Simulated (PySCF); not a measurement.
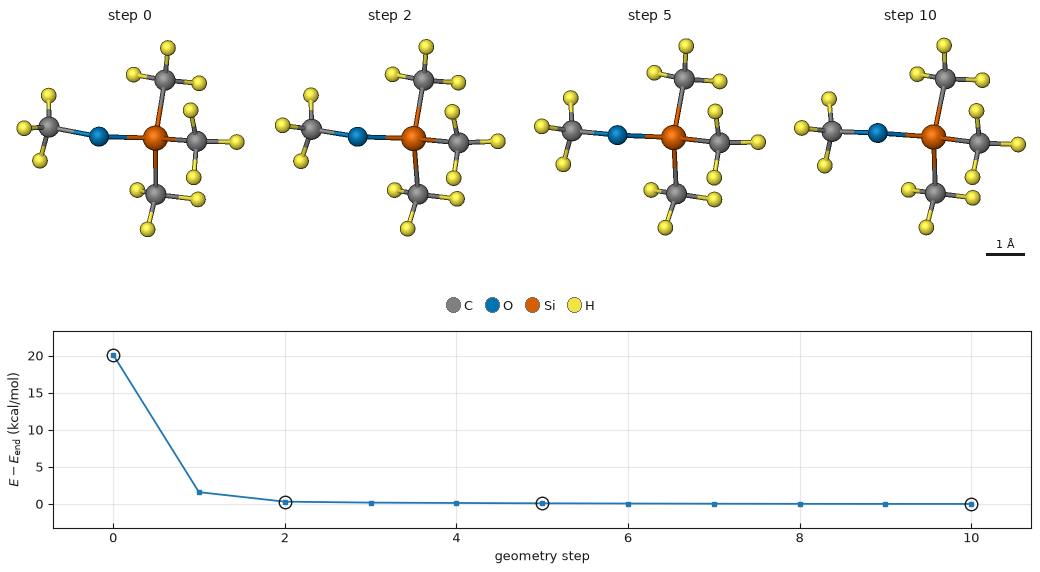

Frames of a relaxation of C₄H₁₂OSi, marked on the history of the run. The picture is a ball-and-stick view, seen from a free direction.

The start comes from GFN2-xTB. Its atoms were then displaced at random by about 0.03 Å.

Theory: PBE0-D3(BJ)/def2-SVP geometry optimisation, gas phase in PySCF. 

> Describe the path.

The largest move after the best rigid fit is that of an H atom, 0.25 Å. Largest moves by element: H 0.25 Å, C 0.16 Å, O 0.11 Å, Si 0.07 Å. Among the contacts that change: C–H 0.977 → 1.102 Å, C–O 1.465 → 1.394 Å, C–H 1.169 → 1.102 Å, C–H 1.154 → 1.107 Å. Bond angles that change, for instance: H–C–H 119.5° → 107.4°, H–C–H 100.0° → 108.2°, O–C–H 105.7° → 112.4°. The energy falls by 20.1 kcal/mol in 10 geometry steps. The run took 96 s on 1 thread of Arm Neoverse V1 (shared host). From step 0 to 2: an H atom moves most (0.14 Å), energy −19.8 kcal/mol. From step 2 to 5: H atoms move most (0.11 Å), energy −0.23 kcal/mol. From step 5 to 10: an H atom moves most (0.11 Å), energy −0.08 kcal/mol.

```tsv
step	E − E(0), kcal/mol
0	0.00
1	-18.54
2	-19.82
3	-19.95
4	-20.00
5	-20.05
6	-20.07
7	-20.10
8	-20.12
9	-20.13
10	-20.13
```
